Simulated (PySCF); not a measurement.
SMILES C[O][In]([O]C)[CH]=C (C4H9InO2) at its GFN2-xTB optimised geometry (Å):

```
16

In    -0.1598     0.5020     0.0000
C     -1.7102     2.1127     0.0000
C     -2.9790     1.7784    -0.0085
H     -1.3538     3.1333     0.0074
H     -3.7671     2.5229    -0.0084
H     -3.2929     0.7457    -0.0154
O      1.8744     0.5020     0.0000
C      2.7482     1.5959     0.0109
H      2.6360     2.2082     0.9132
H      3.7671     1.1930    -0.0052
H      2.6205     2.2395    -0.8671
O     -0.8398    -1.3776    -0.0109
C     -0.0206    -2.5182    -0.0040
H      1.0470    -2.2690    -0.0308
H     -0.2190    -3.1010     0.9028
H     -0.2562    -3.1333    -0.8799
```

Method: PBE0/def2-TZVP, def2 effective core potentials past Kr (PySCF 2.14.0). The core electrons that the potentials of In replace are not part of the density.

Map of the log10 of the electron density (e/bohr³), floored at −4 on the plane z = 0.6 Å:

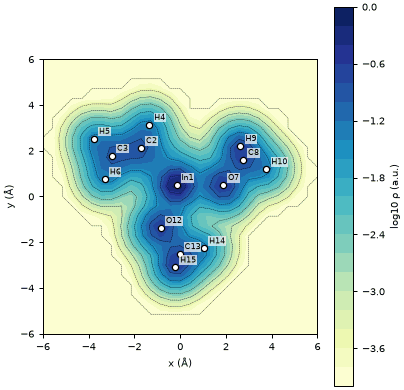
Log10 of the electron density (e/bohr³), floored at −4 on the plane z = 0.6 Å.
